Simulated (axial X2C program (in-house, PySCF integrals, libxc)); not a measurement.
## Run report: SiF⁻, relativistic diatomic calculation

SiF⁻, single determinant with Ω = 1. Computed at this level: PBE0, two-component X2C with atomic mean-field Coulomb and Gaunt terms, Si dyall-av3z, F dyall-av3z (cores contracted) (axial X2C program (in-house, PySCF integrals, libxc)).

### Log
```
two-component X2C + atomic mean field  PBE0
basis functions 116  fitting functions 616  grid points 4353
iter        total energy     max residual
   1       -389.847862977     1.24e-05
   2       -389.847862978     9.27e-06
converged
one-electron -624.70850006  Coulomb 227.12916568  exact exchange -7.65114779  xc functional -23.72586556  nuclear repulsion 39.15227750  atomic mean-field constant -0.04379274
```

### The points of the curve

| R (Å) | E (hartree) | dipole (D; origin at the first atom, positive when the second is positive) | highest filled (eV) | lowest empty (eV) |
| --- | --- | --- | --- | --- |
| 1.482 | −389.823039 | 0.76 | 0.96 | 3.06 |
| 1.550 | −389.837879 | 0.30 | 0.91 | 3.09 |
| 1.601 | −389.844044 | −0.06 | 0.86 | 3.10 |
| 1.652 | −389.847112 | −0.44 | 0.82 | 3.11 |
| 1.703 | −389.847863 | −0.82 | 0.76 | 3.12 |
| 1.763 | −389.846605 | −1.28 | 0.70 | 3.12 |
| 1.822 | −389.843713 | −1.74 | 0.63 | 3.11 |
| 1.899 | −389.838424 | −2.33 | 0.53 | 3.08 |
| 1.992 | −389.830560 | −3.06 | 0.41 | 3.04 |
| 2.129 | −389.818054 | −4.11 | 0.22 | 2.95 |

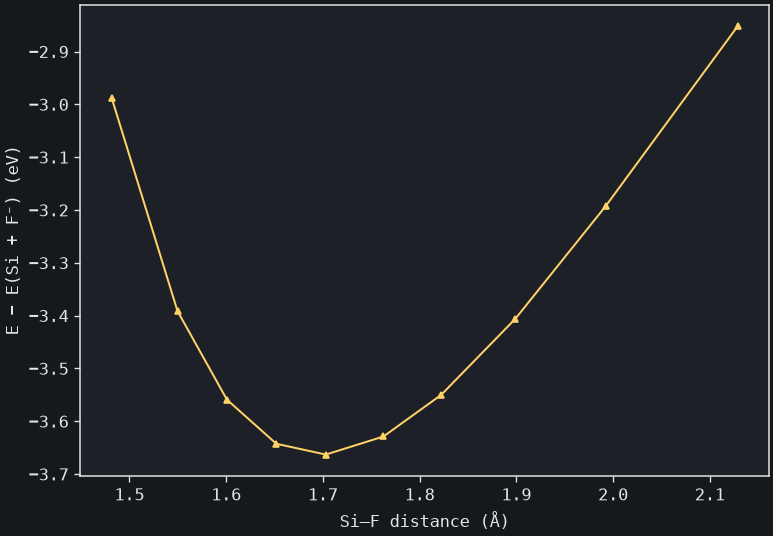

Energy at 10 bond lengths, for one set of occupations held fixed; the line joins the points. A polynomial of degree 6 through 9 points gives rₑ = 1.697 Å, ωₑ = 664.8 cm⁻¹, ωₑxₑ = 5.1 cm⁻¹ and Bₑ = 0.5172 cm⁻¹. The minimum lies 3.66 eV below Si + F⁻, each computed as one determinant at the same level.

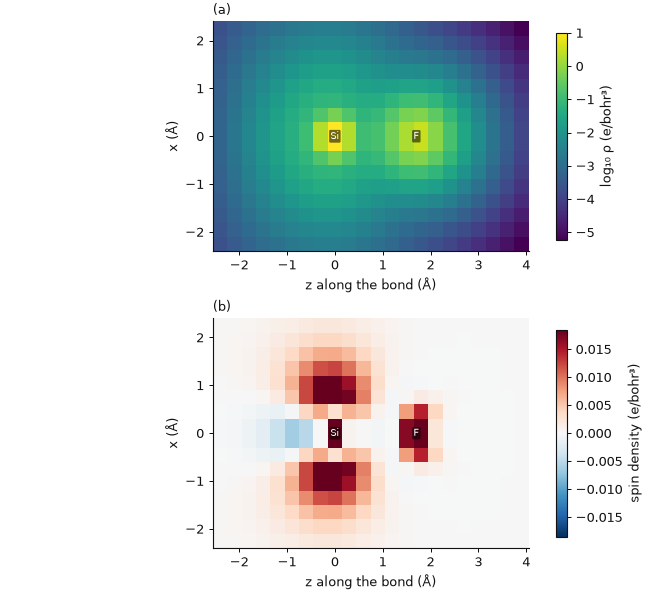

(a) electron density on a logarithmic scale; (b) spin density, in a plane that holds the axis, at 1.70 Å, on points 0.3 Å apart (one half computed, the other mirrored); the structure near the nuclei is finer than these points.

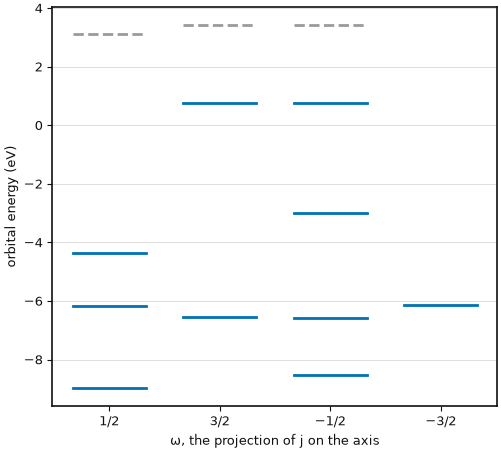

Orbital energies near the frontier at 1.70 Å, filled (solid) and empty (dashed). The highest filled spinor (3/2; 82 % Si p, 9 % F p) lies at 0.76 eV, the lowest empty one (1/2; 94 % Si p, 2 % Si s) at 3.12 eV. A filled level above zero is held only by the finite basis .

### Input
```
{"zs": [14, 9], "q": -1, "bas": ["dyall-av3z", "dyall-av3z"], "levels": ["PBE0", "HF", "BP86"], "cc": true, "r0": 1.8, "thr": -2.0, "nmax": 90, "npts": 10, "nst": 2, "ntry": 6}
```

The line is the task of a batch: nuclear charges, charge, bases, the levels to run, a first guess of the distance and further settings. This report covers PBE0 with spin-orbit coupling. The log is that of the reference distance 1.703 Å, started from orbitals converged before.

The run was one of a batch that the task file lists, launched with:
```bash
python <driver script> task.json out
```

### Summary

| quantity | value |
| --- | --- |
| outcome | converged; a filled level lies above zero |
| bond length rₑ | 1.697 Å |
| ωₑ | 664.8 cm⁻¹ |
| energy at the minimum | −389.84787 hartree |
| depth below the fragments | 3.66 eV |
| hardware | 1 thread of Arm Neoverse V1, 112 GiB of memory available, shared host |
| wall time | 2.3 s |
| peak memory | 0.68 GiB |

### Notes

The highest filled level (PBE0, up to 0.96 eV) lies above zero. That is common for anions, where the functional's self-interaction leaves the outer electrons unbound; only the finite basis holds them, so such levels depend on it.
